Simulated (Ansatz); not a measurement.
# Geometry relaxation of BN2H6

System: BN2H6, multiplicity 2.
Method: UKS PBE/6-31G* (Ansatz 0.2.0).

It belongs to a series of runs on one base structure; here: end point A relaxed. Figures and captions count atoms from 1; the log counts them from 0 in places.

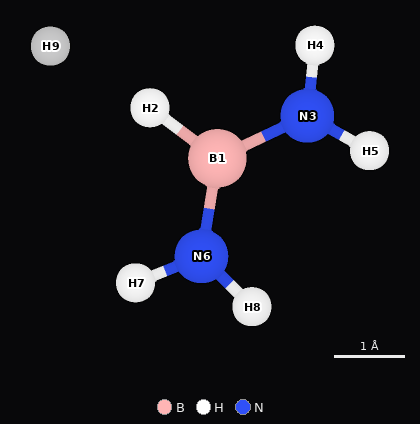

Figure 1. The starting structure (ball-and-stick view, seen on its broad side; atoms are numbered from 1 in the order of the input). Bond lengths as drawn: B–H 1.20 Å, B–N 1.42 Å and H–N 1.01 to 1.02 Å.

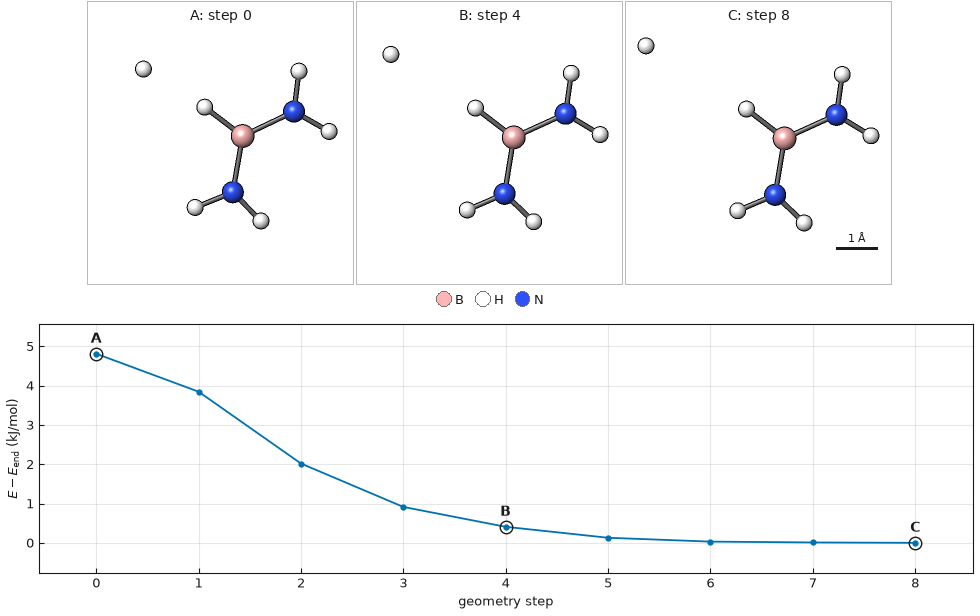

Figure 2. Frames of the relaxation (ball-and-stick view, seen on its broad side) above the curves, on which the letters mark them (the first geometry is step 0 here and step 1 in the log).

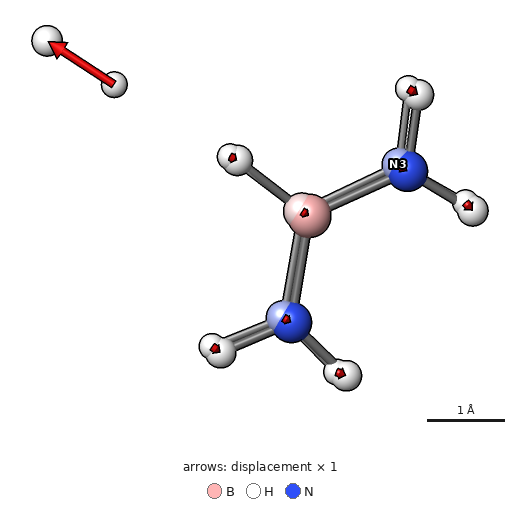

Figure 3. Start (faint) and end (solid) with the displacements as red arrows, at true length (ball-and-stick view, seen on its broad side). The two geometries are laid on each other by the best rigid fit. H9 moves most after the best rigid fit: 1.05 Å. By element the largest moves are H 1.05 Å, N 0.14 Å, B 0.11 Å. Among the contacts that change: B1–H2 1.204 → 1.210 Å. The energy falls by 4.81 kJ/mol in 8 geometry steps. The largest force component goes from 0.29 to 0.0091 eV/Å. (Atoms are counted from 1 in the order of the input.)

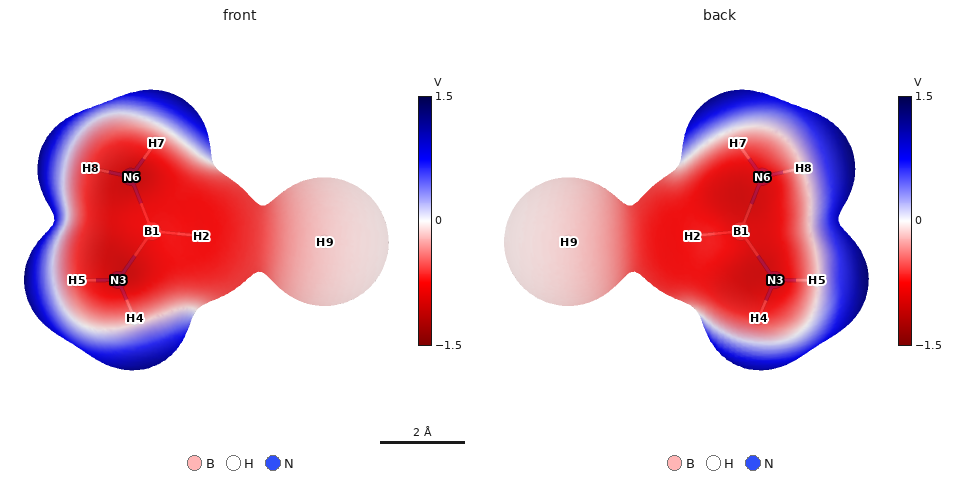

Figure 4. The molecular electrostatic potential painted on the density surface at 0.001 e/bohr³, seen face on and from behind; the colour scale runs from red (negative) to blue (positive). A positive charge is drawn to the negative regions and a negative charge to the positive ones.

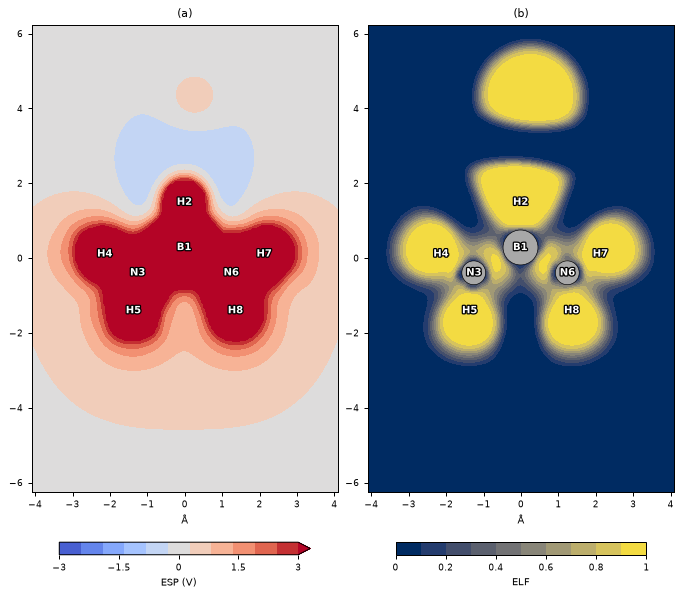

Figure 5. (a) molecular electrostatic potential; (b) ELF on the plane of atoms H2, B1 and N3. Grey discs, where drawn, cover atomic cores. Atoms in the plane: B, H and N. B–H (1.21 Å): the ELF climbs to about 1 towards the hydrogen (a covalent bond by its length).

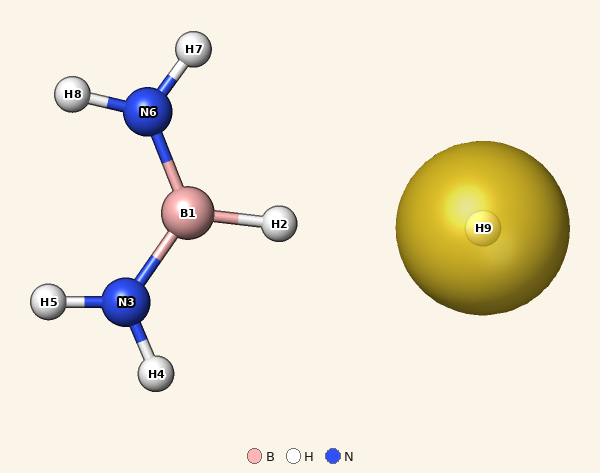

Figure 6. Isosurfaces of the spin density at +0.03 (yellow) and −0.03 e/Å³ (cyan), seen at a tilt. The unpaired spin (1 electron) lies mostly on H9 (about 1.0), in electrons by Hirshfeld's partition. Only one sign reaches the isovalue.

These pictures come from the run below.

Input
```yaml
crystal:
  periodic: [false, false, false]
  atoms:
    - { symbol: B, position_ang: [0.015191, -0.125681, -0.149833] }
    - { symbol: H, position_ang: [0.025175, -0.546856, 0.977806] }
    - { symbol: "N", position_ang: [1.265081, 0.078327, -0.79552] }
    - { symbol: H, position_ang: [2.139194, -0.158697, -0.33641] }
    - { symbol: H, position_ang: [1.390174, 0.410858, -1.750049] }
    - { symbol: "N", position_ang: [-1.247832, 0.149677, -0.738966] }
    - { symbol: H, position_ang: [-2.10934, -0.004766, -0.225836] }
    - { symbol: H, position_ang: [-1.398639, 0.516702, -1.676541] }
    - { symbol: H, position_ang: [-0.079004, -0.319565, 2.825348] }
magnetization:
  spin_polarized: true
  initial_magnetization: 1
basis:
  gaussian: { orbitals: "6-31G*" }
hamiltonian:
  xc: pbe
relax:
  f_tol: 0.03
  max_steps: 50
output:
  orbitals: {}
```

Command:
```bash
ansatz run input.yaml --threads 1 --pin off --max-ram 2048MiB --backend cpu --events-out ev --progress --plain --runs-dir out
```

Log
```
The last accepted step is kept in [file] (removed where the run ends without a failure and the disk answers)
Engine: ansatz 0.2.0, aarch64-unknown-linux-gnu
Functional definition: PBE
  parameter kappa = 0.804
  parameter beta = 0.06672455060314922
  exchange = pbe_x(kappa = kappa, mu = beta*pi^2/3)
  correlation = pbe_c(beta = beta)
777 factors; their error is unknown
mean field evaluation 1: about -3737.0493 eV, gradient 5.3e1 eV
mean field evaluation 2: about -3700.7720 eV, gradient 9.2e1 eV
mean field evaluation 4: about -3748.0825 eV, gradient 4.1e0 eV
mean field evaluation 8: about -3748.1753 eV, gradient 1.6e-1 eV
mean field evaluation 16: about -3748.1382 eV, gradient 4.3e-5 eV
mean field -3748.13821832 eV, -137.7415389440 hartree, gradient 8.0e-6 eV, S^2 0.750502; 0 other end points of the search recorded, 0 dependent functions left out
the calculation of the forces begins
reference -3748.13824782 eV, -137.7415400280 hartree; 13, 12 occupied and 44, 45 virtual orbitals, 777 factors
relax step   1: F+E_penalty+E_count = -3748.13821832 eV  Δ(F+E_penalty+E_count) = +0.000e0 eV  max|allowed force component| = 2.908e-1 eV/Å  Δτ_max = 0.0000 Å  (29 SCF iters, accepted)
these checks for a lower state are left out or cut short: starts, cluster_reference, orbital_swaps, neighbouring_geometries, increment
777 factors; their error is unknown
mean field -3748.14822381 eV, -137.7419066391 hartree, gradient 1.3e-5 eV, S^2 0.750432; 0 other end points of the search recorded, 0 dependent functions left out
the calculation of the forces begins
reference -3748.14825354 eV, -137.7419077316 hartree; 13, 12 occupied and 44, 45 virtual orbitals, 777 factors
relax step   2: F+E_penalty+E_count = -3748.14822381 eV  Δ(F+E_penalty+E_count) = -1.001e-2 eV  max|allowed force component| = 1.137e-1 eV/Å  Δτ_max = 0.0700 Å  (31 SCF iters, accepted)
these checks for a lower state are left out or cut short: starts, cluster_reference, orbital_swaps, neighbouring_geometries, increment
777 factors; their error is unknown
mean field evaluation 32: about -3748.1672 eV, gradient 1.4e-5 eV
mean field -3748.16716051 eV, -137.7426025500 hartree, gradient 1.4e-5 eV, S^2 0.750216; 0 other end points of the search recorded, 0 dependent functions left out
the calculation of the forces begins
reference -3748.16719082 eV, -137.7426036636 hartree; 13, 12 occupied and 44, 45 virtual orbitals, 777 factors
relax step   3: F+E_penalty+E_count = -3748.16716051 eV  Δ(F+E_penalty+E_count) = -1.894e-2 eV  max|allowed force component| = 9.907e-2 eV/Å  Δτ_max = 0.1932 Å  (30 SCF iters, accepted)
these checks for a lower state are left out or cut short: starts, cluster_reference, orbital_swaps, neighbouring_geometries, increment
777 factors; their error is unknown
mean field -3748.17860526 eV, -137.7430231366 hartree, gradient 1.3e-5 eV, S^2 0.750092; 0 other end points of the search recorded, 0 dependent functions left out
the calculation of the forces begins
reference -3748.17863602 eV, -137.7430242668 hartree; 13, 12 occupied and 44, 45 virtual orbitals, 777 factors
relax step   4: F+E_penalty+E_count = -3748.17860526 eV  Δ(F+E_penalty+E_count) = -1.144e-2 eV  max|allowed force component| = 3.875e-2 eV/Å  Δτ_max = 0.1921 Å  (31 SCF iters, accepted)
these checks for a lower state are left out or cut short: starts, cluster_reference, orbital_swaps, neighbouring_geometries, increment
777 factors; their error is unknown
mean field -3748.18384725 eV, -137.7432157762 hartree, gradient 1.3e-5 eV, S^2 0.750037; 0 other end points of the search recorded, 0 dependent functions left out
the calculation of the forces begins
reference -3748.18387850 eV, -137.7432169247 hartree; 13, 12 occupied and 44, 45 virtual orbitals, 777 factors
relax step   5: F+E_penalty+E_count = -3748.18384725 eV  Δ(F+E_penalty+E_count) = -5.242e-3 eV  max|allowed force component| = 1.110e-1 eV/Å  Δτ_max = 0.1941 Å  (30 SCF iters, accepted)
these checks for a lower state are left out or cut short: starts, cluster_reference, orbital_swaps, neighbouring_geometries, increment
777 factors; their error is unknown
mean field -3748.18673512 eV, -137.7433219033 hartree, gradient 1.3e-5 eV, S^2 0.750018; 0 other end points of the search recorded, 0 dependent functions left out
the calculation of the forces begins
reference -3748.18676676 eV, -137.7433230661 hartree; 13, 12 occupied and 44, 45 virtual orbitals, 777 factors
relax step   6: F+E_penalty+E_count = -3748.18673512 eV  Δ(F+E_penalty+E_count) = -2.888e-3 eV  max|allowed force component| = 9.989e-3 eV/Å  Δτ_max = 0.1302 Å  (30 SCF iters, accepted)
these checks for a lower state are left out or cut short: starts, cluster_reference, orbital_swaps, neighbouring_geometries, increment
777 factors; their error is unknown
mean field -3748.18774940 eV, -137.7433591775 hartree, gradient 2.0e-5 eV, S^2 0.750008; 0 other end points of the search recorded, 0 dependent functions left out
the calculation of the forces begins
reference -3748.18778145 eV, -137.7433603553 hartree; 13, 12 occupied and 44, 45 virtual orbitals, 777 factors
relax step   7: F+E_penalty+E_count = -3748.18774940 eV  Δ(F+E_penalty+E_count) = -1.014e-3 eV  max|allowed force component| = 8.005e-3 eV/Å  Δτ_max = 0.1342 Å  (25 SCF iters, accepted)
these checks for a lower state are left out or cut short: starts, cluster_reference, orbital_swaps, neighbouring_geometries, increment
777 factors; their error is unknown
mean field evaluation 64: about -3748.1880 eV, gradient 1.4e-5 eV
mean field -3748.18797088 eV, -137.7433673168 hartree, gradient 1.4e-5 eV, S^2 0.750005; 0 other end points of the search recorded, 0 dependent functions left out
the calculation of the forces begins
reference -3748.18800322 eV, -137.7433685054 hartree; 13, 12 occupied and 44, 45 virtual orbitals, 777 factors
relax step   8: F+E_penalty+E_count = -3748.18797088 eV  Δ(F+E_penalty+E_count) = -2.215e-4 eV  max|allowed force component| = 1.952e-2 eV/Å  Δτ_max = 0.0969 Å  (25 SCF iters, accepted)
these checks for a lower state are left out or cut short: starts, cluster_reference, orbital_swaps, neighbouring_geometries, increment
777 factors; their error is unknown
mean field -3748.18807033 eV, -137.7433709717 hartree, gradient 1.3e-5 eV, S^2 0.750003; 0 other end points of the search recorded, 0 dependent functions left out
the calculation of the forces begins
reference -3748.18810283 eV, -137.7433721659 hartree; 13, 12 occupied and 44, 45 virtual orbitals, 777 factors
relax step   9: F+E_penalty+E_count = -3748.18807033 eV  Δ(F+E_penalty+E_count) = -9.945e-5 eV  max|allowed force component| = 9.110e-3 eV/Å  Δτ_max = 0.0458 Å  (25 SCF iters, accepted)
777 factors; their error is unknown
mean field -3748.18807033 eV, -137.7433709717 hartree, gradient 2.3e-5 eV, S^2 0.750003; 1 other end points of the search recorded, 0 dependent functions left out
the calculation of the forces begins
reference -3748.18810283 eV, -137.7433721659 hartree; 13, 12 occupied and 44, 45 virtual orbitals, 777 factors
Total energy: -3748.18810283 eV, -137.7433721659 hartree
Atom 0 at     0.024234    -0.102332    -0.261761 Å, force     0.000218     0.009110    -0.005202 eV/Å
Atom 1 at     0.043865    -0.505985     0.878277 Å, force     0.000321    -0.001024     0.003399 eV/Å
Atom 2 at     1.262573     0.079836    -0.936535 Å, force     0.000525    -0.002618     0.000575 eV/Å
Atom 3 at     2.150446    -0.117962    -0.487774 Å, force    -0.003029    -0.001323    -0.000034 eV/Å
Atom 4 at     1.358887     0.414351    -1.892487 Å, force    -0.000750     0.000298     0.000539 eV/Å
Atom 5 at    -1.236029     0.169393    -0.861645 Å, force    -0.001222    -0.003815     0.001919 eV/Å
Atom 6 at    -2.107488     0.031963    -0.361104 Å, force     0.003750    -0.001049    -0.000382 eV/Å
Atom 7 at    -1.365233     0.510039    -1.811499 Å, force     0.000404     0.000952    -0.000656 eV/Å
Atom 8 at    -0.131255    -0.479304     3.864527 Å, force    -0.000217    -0.000531    -0.000159 eV/Å
Dipole moment:    -0.005420     0.107771    -0.300329 e Å
```

Trajectory as extended XYZ (Å, eV, eV/Å), 9 frames, from step=1 to step=9
```
9
Properties=species:S:1:pos:R:3:forces:R:3 step=1 energy=-3748.13822
B     0.0152   -0.1257   -0.1498    0.0228   0.1016  -0.2908
H     0.0252   -0.5469    0.9778    0.0137  -0.0976   0.1763
N     1.2651    0.0783   -0.7955    0.0303  -0.0128  -0.0293
H     2.1392   -0.1587   -0.3364   -0.0305   0.0167  -0.0209
H     1.3902    0.4109   -1.7500   -0.0382  -0.0094   0.0459
N    -1.2478    0.1497   -0.7390   -0.0265   0.0080  -0.0339
H    -2.1093   -0.0048   -0.2258   -0.0060   0.0062  -0.0094
H    -1.3986    0.5167   -1.6765    0.0412  -0.0130   0.0267
H    -0.0790   -0.3196    2.8253   -0.0067   0.0003   0.1352
9
Properties=species:S:1:pos:R:3:forces:R:3 step=2 energy=-3748.14822
B     0.0153   -0.1202   -0.1541    0.0110   0.0262  -0.0714
H     0.0262   -0.5332    0.9870    0.0085  -0.0118  -0.0404
N     1.2625    0.0760   -0.8063    0.0269  -0.0187   0.0023
H     2.1390   -0.1491   -0.3471   -0.0088   0.0102  -0.0128
H     1.3816    0.4058   -1.7616   -0.0259  -0.0005   0.0112
N    -1.2458    0.1504   -0.7496   -0.0331  -0.0046   0.0049
H    -2.1100    0.0064   -0.2379   -0.0021   0.0052  -0.0137
H    -1.3898    0.5081   -1.6912    0.0291  -0.0043   0.0062
H    -0.0791   -0.3443    2.8909   -0.0055  -0.0017   0.1137
9
Properties=species:S:1:pos:R:3:forces:R:3 step=3 energy=-3748.16716
B     0.0162   -0.1106   -0.1714   -0.0044  -0.0198   0.0687
H     0.0291   -0.5079    0.9768    0.0034   0.0137  -0.0991
N     1.2605    0.0708   -0.8326    0.0134  -0.0057   0.0032
H     2.1413   -0.1338   -0.3727   -0.0028   0.0067  -0.0102
H     1.3697    0.3991   -1.7890    0.0005   0.0024  -0.0146
N    -1.2437    0.1522   -0.7736   -0.0131   0.0010   0.0047
H    -2.1121    0.0207   -0.2657    0.0048   0.0047  -0.0130
H    -1.3770    0.4989   -1.7205    0.0017  -0.0009  -0.0090
H    -0.0839   -0.3893    3.0787   -0.0034  -0.0022   0.0693
9
Properties=species:S:1:pos:R:3:forces:R:3 step=4 energy=-3748.17861
B     0.0174   -0.1042   -0.1884   -0.0045  -0.0097  -0.0357
H     0.0320   -0.4983    0.9544    0.0023  -0.0029   0.0195
N     1.2596    0.0691   -0.8575   -0.0079   0.0084  -0.0095
H     2.1438   -0.1210   -0.3984    0.0028  -0.0017  -0.0063
H     1.3621    0.3952   -1.8157    0.0063   0.0004   0.0034
N    -1.2416    0.1562   -0.7950    0.0139   0.0098  -0.0117
H    -2.1127    0.0318   -0.2908   -0.0050  -0.0027  -0.0034
H    -1.3686    0.4932   -1.7466   -0.0057   0.0000   0.0048
H    -0.0919   -0.4220    3.2679   -0.0021  -0.0016   0.0388
9
Properties=species:S:1:pos:R:3:forces:R:3 step=5 energy=-3748.18385
B     0.0186   -0.1108   -0.2112    0.0025   0.1110  -0.0206
H     0.0356   -0.4850    0.9375   -0.0016  -0.0617   0.0118
N     1.2590    0.0672   -0.8837   -0.0165  -0.0109  -0.0075
H     2.1462   -0.1206   -0.4298    0.0034   0.0019   0.0036
H     1.3564    0.4045   -1.8387    0.0049  -0.0145  -0.0005
N    -1.2392    0.1593   -0.8172    0.0183  -0.0160  -0.0040
H    -2.1133    0.0299   -0.3195   -0.0009   0.0029   0.0051
H    -1.3615    0.5007   -1.7677   -0.0087  -0.0117  -0.0064
H    -0.1017   -0.4453    3.4603   -0.0012  -0.0010   0.0186
9
Properties=species:S:1:pos:R:3:forces:R:3 step=6 energy=-3748.18674
B     0.0203   -0.1022   -0.2277   -0.0010  -0.0076  -0.0008
H     0.0368   -0.5028    0.9132    0.0009  -0.0030   0.0077
N     1.2604    0.0767   -0.8989    0.0099  -0.0010   0.0052
H     2.1456   -0.1241   -0.4461    0.0018   0.0045  -0.0071
H     1.3602    0.4073   -1.8556    0.0063   0.0015  -0.0071
N    -1.2383    0.1660   -0.8312   -0.0093  -0.0009   0.0065
H    -2.1100    0.0269   -0.3316   -0.0006   0.0046  -0.0066
H    -1.3656    0.5034   -1.7823   -0.0070   0.0026  -0.0077
H    -0.1094   -0.4513    3.5901   -0.0008  -0.0007   0.0100
9
Properties=species:S:1:pos:R:3:forces:R:3 step=7 energy=-3748.18775
B     0.0219   -0.1037   -0.2455    0.0002  -0.0005   0.0080
H     0.0394   -0.5114    0.8936    0.0007   0.0066  -0.0042
N     1.2618    0.0806   -0.9162    0.0033  -0.0073   0.0040
H     2.1472   -0.1221   -0.4649    0.0020  -0.0001  -0.0065
H     1.3614    0.4118   -1.8729    0.0021   0.0044  -0.0017
N    -1.2375    0.1694   -0.8459   -0.0033  -0.0064   0.0021
H    -2.1084    0.0283   -0.3454   -0.0030  -0.0001  -0.0058
H    -1.3670    0.5079   -1.7964   -0.0014   0.0041   0.0003
H    -0.1188   -0.4609    3.7237   -0.0005  -0.0006   0.0038
9
Properties=species:S:1:pos:R:3:forces:R:3 step=8 energy=-3748.18797
B     0.0235   -0.1000   -0.2553   -0.0010  -0.0166  -0.0195
H     0.0422   -0.5061    0.8840    0.0003   0.0004   0.0023
N     1.2624    0.0804   -0.9297   -0.0052   0.0059   0.0056
H     2.1491   -0.1255   -0.4825    0.0013   0.0067   0.0024
H     1.3599    0.4165   -1.8850   -0.0010  -0.0040   0.0001
N    -1.2366    0.1699   -0.8565    0.0054   0.0044   0.0064
H    -2.1083    0.0242   -0.3588    0.0000   0.0073   0.0025
H    -1.3656    0.5124   -1.8058    0.0005  -0.0036  -0.0009
H    -0.1266   -0.4718    3.8196   -0.0003  -0.0006   0.0010
9
Properties=species:S:1:pos:R:3:forces:R:3 step=9 energy=-3748.18807
B     0.0242   -0.1023   -0.2618    0.0002   0.0091  -0.0052
H     0.0439   -0.5060    0.8783    0.0003  -0.0010   0.0034
N     1.2626    0.0798   -0.9365    0.0005  -0.0026   0.0006
H     2.1504   -0.1180   -0.4878   -0.0030  -0.0013   0.0000
H     1.3589    0.4144   -1.8925   -0.0008   0.0003   0.0005
N    -1.2360    0.1694   -0.8616   -0.0012  -0.0038   0.0019
H    -2.1075    0.0320   -0.3611    0.0037  -0.0010  -0.0004
H    -1.3652    0.5100   -1.8115    0.0004   0.0010  -0.0007
H    -0.1313   -0.4793    3.8645   -0.0002  -0.0005  -0.0002
```

Results in brief

```tsv
quantity	value
outcome	converged
total energy	−3748.1881 eV
mean-field energy	−3748.1881 eV
⟨S²⟩	0.750
largest force (length of the vector) at the end	0.010 eV/Å
hardware	1 thread of Arm Neoverse V2, 24 GiB of memory available, shared host
wall time	20 s
peak memory	0.13 GiB
```
